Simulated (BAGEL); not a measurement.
# UHF/STO-3G (density fitting with qzvpp-jkfit) run of BHSCl (SMILES S[B]Cl)

Aim: the vertical ionisation energy of BHSCl at UHF/STO-3G (density fitting with qzvpp-jkfit), from 2 runs. 

The results are computed with BAGEL 1.2.2.

## 1. The structure to begin with

The species is BHSCl (4 atoms), meant as a doublet with charge 0. SMILES: `S[B]Cl`. The shape is that of a PBE0-D4/def2-TZVP optimisation.

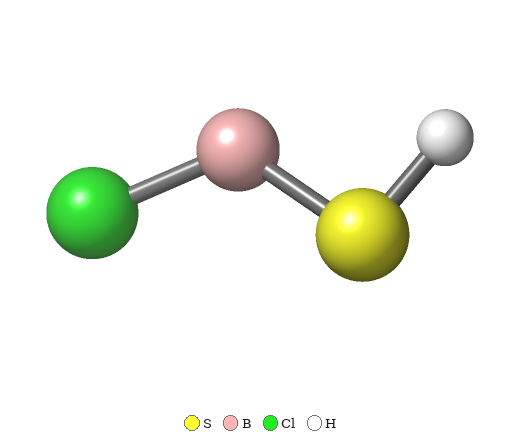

Viewed from a chosen angle; sulfur yellow, boron pink, chlorine green, hydrogen white.

## 2. A single-point energy at UHF/STO-3G (density fitting with qzvpp-jkfit)

Input file input.json:

```json
{ "bagel" : [

{
  "title" : "molecule",
  "basis" : "sto-3g",
  "df_basis" : "qzvpp-jkfit",
  "angstrom" : true,
  "geometry" : [
    { "atom" : "S", "xyz" : [       0.566400,      -0.789100,       0.531400 ] },
    { "atom" : "B", "xyz" : [      -0.299600,       0.475700,      -0.345800 ] },
    { "atom" : "Cl", "xyz" : [      -2.014100,       0.616000,      -0.427300 ] },
    { "atom" : "H", "xyz" : [       1.802900,      -0.362900,       0.221400 ] }
  ]
},

{ "title" : "uhf", "nopen" : 1 },

{ "title" : "print", "file" : "orbitals.molden", "orbitals" : true }

]}
```

Command:

```console
$ BAGEL_NUM_THREADS=1 BAGEL input.json > input.out
```

What it wrote:

```text
* using 1 threads per process

  ===============================================================
  ===============================================================

  *** Geometry ***

  { "atom" : "S", "xyz" : [      1.070341,     -1.491183,      1.004200 ] },
  { "atom" : "B", "xyz" : [     -0.566162,      0.898943,     -0.653467 ] },
  { "atom" : "Cl", "xyz" : [     -3.806097,      1.164071,     -0.807480 ] },
  { "atom" : "H", "xyz" : [      3.406987,     -0.685782,      0.418385 ] },

  Number of auxiliary basis functions:      349

  Since a DF basis is specified, we compute 2- and 3-index integrals:
    o Being stored without compression. Storage requirement is 0.002 GB

  Number of basis functions:       24
  Number of electrons      :       39

    * METHOD: MOLECULE                             0.07

  *** Open-shell HF ***

  === Nuclear Repulsion ===
   106.3450801965

      * DIIS with orbital gradients will be used.

  === UHF iteration (sto-3g) ===
      0       -872.63297276          0.02681274           0.02
      1       -872.69237115          0.00865488           0.02
      2       -872.70159623          0.00377583           0.02
      3       -872.70343409          0.00164554           0.02
      4       -872.70437315          0.00021781           0.02
      5       -872.70445364          0.00008945           0.02
      6       -872.70447522          0.00003014           0.02
      7       -872.70447880          0.00001084           0.02
      8       -872.70447927          0.00000346           0.02
      9       -872.70447933          0.00000077           0.02
     10       -872.70447933          0.00000037           0.02
     11       -872.70447933          0.00000015           0.02
     12       -872.70447933          0.00000007           0.02
     13       -872.70447933          0.00000003           0.02
     14       -872.70447933          0.00000001           0.02
     15       -872.70447933          0.00000000           0.02
    * SCF iteration converged.

    * S^2 (UHF) is 0.7574

    * Permanent dipole moment:
           (   -0.974724,     0.006045,     0.005221) a.u.

    * METHOD: UHF                                  0.31

    * METHOD: PRINT                                0.00

  ===============================================================
```

It took 0.5 s on 1 thread of Arm Neoverse V1, shared host.

## 3. The singlet cation, same level

Input file input.json:

```json
{ "bagel": [

{
  "title": "molecule",
  "basis": "sto-3g",
  "df_basis": "qzvpp-jkfit",
  "angstrom": "true",
  "geometry": [
    { "atom": "S", "xyz": [    0.566400,   -0.789100,    0.531400 ] },
    { "atom": "B", "xyz": [   -0.299600,    0.475700,   -0.345800 ] },
    { "atom": "Cl", "xyz": [   -2.014100,    0.616000,   -0.427300 ] },
    { "atom": "H", "xyz": [    1.802900,   -0.362900,    0.221400 ] }
  ]
},
{
  "title": "hf",
  "charge": 1
},
{
  "title": "print",
  "file": "orbitals.molden",
  "orbitals": "true"
}

]}
```

Command:

```console
$ BAGEL_NUM_THREADS=1 BAGEL input.json > input.out
```

What it wrote:

```text
* using 1 threads per process

  ===============================================================
  ===============================================================

  *** Geometry ***

  { "atom" : "S", "xyz" : [      1.070341,     -1.491183,      1.004200 ] },
  { "atom" : "B", "xyz" : [     -0.566162,      0.898943,     -0.653467 ] },
  { "atom" : "Cl", "xyz" : [     -3.806097,      1.164071,     -0.807480 ] },
  { "atom" : "H", "xyz" : [      3.406987,     -0.685782,      0.418385 ] },

  Number of auxiliary basis functions:      349

  Since a DF basis is specified, we compute 2- and 3-index integrals:
    o Being stored without compression. Storage requirement is 0.002 GB

  Number of basis functions:       24
  Number of electrons      :       39

    * METHOD: MOLECULE                             0.07

  *** RHF ***

  === Nuclear Repulsion ===
   106.3450801965

      * DIIS with orbital gradients will be used.

  === RHF iteration (sto-3g) ===
      0       -872.33261194          0.02293942           0.01
      1       -872.41464964          0.01625411           0.01
      2       -872.45996488          0.00145752           0.01
      3       -872.46074626          0.00035298           0.01
      4       -872.46080767          0.00014349           0.01
      5       -872.46082152          0.00004477           0.01
      6       -872.46082276          0.00001229           0.01
      7       -872.46082284          0.00000227           0.01
      8       -872.46082284          0.00000085           0.01
      9       -872.46082285          0.00000029           0.01
     10       -872.46082285          0.00000007           0.01
     11       -872.46082285          0.00000002           0.01
     12       -872.46082285          0.00000001           0.01
    * SCF iteration converged.

    * Permanent dipole moment:
           (   -1.717037,    -0.472409,     0.347350) a.u.

    * METHOD: HF                                   0.16

    * METHOD: PRINT                                0.00

  ===============================================================
```

It took 0.36 s on 1 thread of Arm Neoverse V1, shared host.

## 4. Results

Level: UHF/STO-3G (density fitting with qzvpp-jkfit).

| quantity | value |
| --- | --- |
| doublet BHSCl: total energy | -872.70448 Eh |
| doublet BHSCl: dipole moment | 2.48 D |
| doublet BHSCl: ⟨S²⟩ | 0.757 |
| singlet cation: total energy | -872.46082 Eh |
| singlet cation: HOMO energy | -16.33 eV |
| singlet cation: LUMO energy | -5.21 eV |
| singlet cation: HOMO–LUMO gap | 11.12 eV |
| vertical ionisation energy (to the singlet cation) | 6.630 eV |

In words: The vertical ionisation energy comes to 6.63 eV (153 kcal/mol). In a minimal basis such a difference can be off by several eV, whatever the method.
